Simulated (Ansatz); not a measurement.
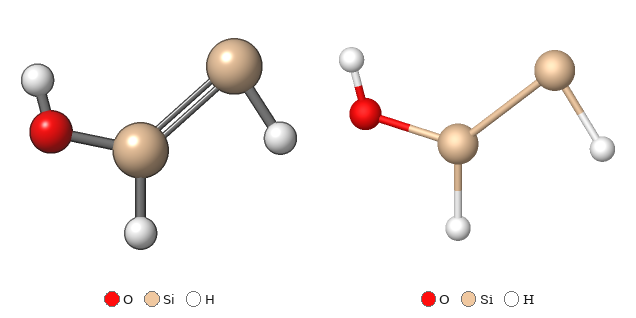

The same structure drawn twice, from different directions.

The species is neutral and a spin doublet.

What is the molecular formula?

H₃OSi₂, 6 atoms: 3 hydrogen, 1 oxygen and 2 silicon.

How many bonds of each kind are drawn?

2 Si–H, 1 O–Si, 1 Si–Si, 1 O–H.

More results for the same structure follow; atom numbers are the same in all pictures, views and colours differ. The geometry was computed by an optimisation with PBE0-D4/def2-TZVP. No frequency run is at hand to confirm it as a minimum.

**Shape**

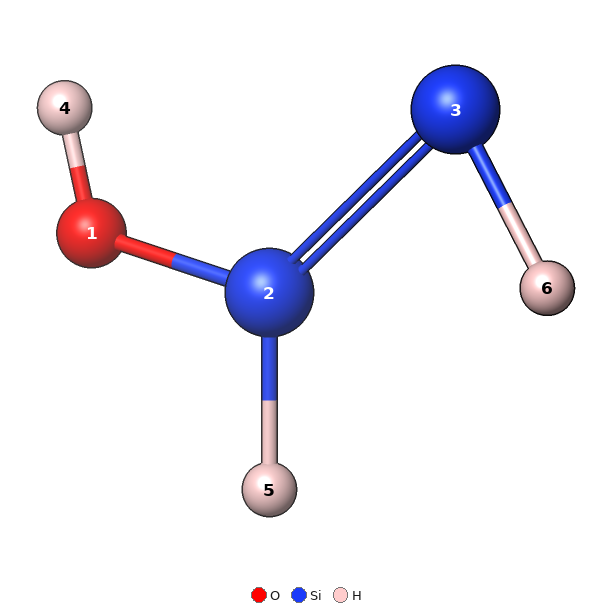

Numbered structure. No frequency run is at hand to confirm it as a minimum.

List the bonds and their lengths.

```json
{"bond": "O1–Si2", "length (Å)": "1.640", "order": "single"}
{"bond": "O1–H4", "length (Å)": "0.961", "order": "single"}
{"bond": "Si2–Si3", "length (Å)": "2.259", "order": "double"}
{"bond": "Si2–H5", "length (Å)": "1.490", "order": "single"}
{"bond": "Si3–H6", "length (Å)": "1.533", "order": "single"}
```

**Electronic properties**

No frequency run is at hand to confirm it as a minimum. Method: UKS PBE0-D4/def2-TZVPP (Ansatz 0.2.0).

Give the ⟨S²⟩ of the determinant at this level.

0.756.

What is the HOMO energy (Kohn–Sham orbital)?

−6.14 eV.

**Charges**

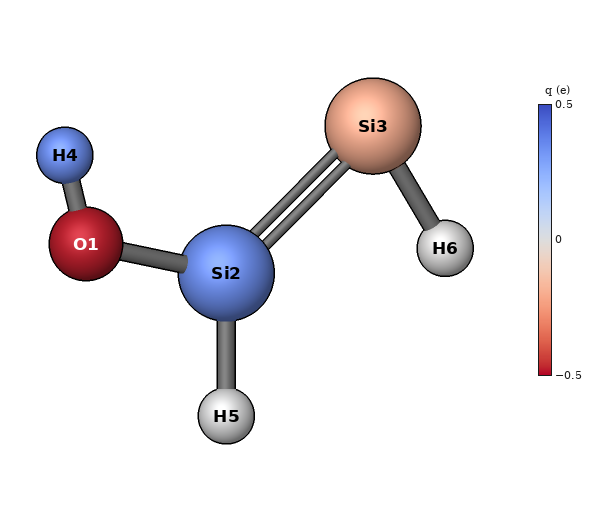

Atoms are coloured by their Mulliken charges. No frequency run is at hand to confirm it as a minimum. Method: UKS PBE0-D4/def2-TZVP (Ansatz 0.2.0).

Which atom carries the highest charge (most positive or least negative)?

H4 (0.34 e).

And the lowest?

O1 (−0.47 e).

List the Mulliken charges.

```csv
atom,value (e)
O1,−0.47
Si2,0.33
Si3,−0.20
H4,0.34
H5,0.00
H6,0.00
```

**Dipole moment**

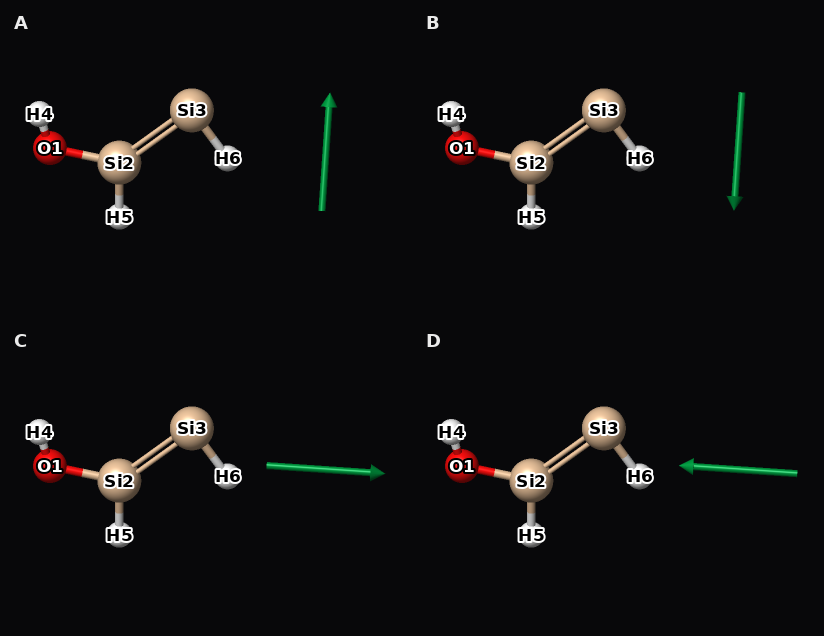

The same molecule four times, each with an arrow. No frequency run is at hand to confirm it as a minimum. Level of theory: UKS PBE0-D4/def2-TZVP (Ansatz 0.2.0).

Which arrow points along the dipole moment, from the negative to the positive end?

D. The dipole moment is 1.37 D; it points from the side of H6 to the side of H4 (the outermost atoms at the two ends).

Mulliken values depend strongly on the basis set and can even reverse the polarity of a bond.
